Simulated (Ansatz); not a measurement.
InAs (zinc blende), conventional cell a = b = c = 6.1863 Å, α = β = γ = 90.00°. The calculation uses the primitive cell of 2 atoms, to which meshes and values per cell refer.

This relaxed cell (volume V₀) is scaled evenly in all directions, its shape held. Symmetry pins the atoms to their sites.

Level of theory: PBE (plane waves to 420 eV, PAW, scalar-relativistic; Ansatz, a quantum-chemistry and plane-wave program). k mesh 9×9×9 (Γ-centred), Fermi-Dirac smearing 0.05 eV. E stands for the smeared free energy. At this level the bands of InAs touch or barely overlap; measurements give the solid a gap. InAs was relaxed with its symmetry unable to fall. ΔE is measured from the relaxed starting cell.

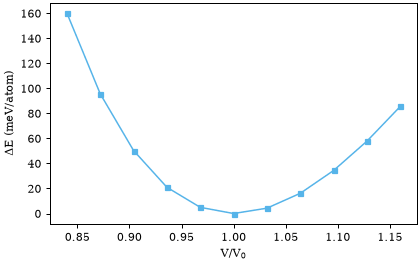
Figure. ΔE (meV/atom) against V/V₀; markers are the computed points, lines only join them.

Problem. What is ΔE at V/V₀ = 0.840?

Solution. About 160 meV/atom.

Problem. What is ΔE at V/V₀ = 1.160?

Solution. About 86 meV/atom.

Problem. What bulk modulus B₀ follows from a third-order Birch-Murnaghan fit?

Solution. About 48 GPa.

(A scan under strain: stresses follow from slopes of the energy per volume, elastic moduli from its curvatures.)
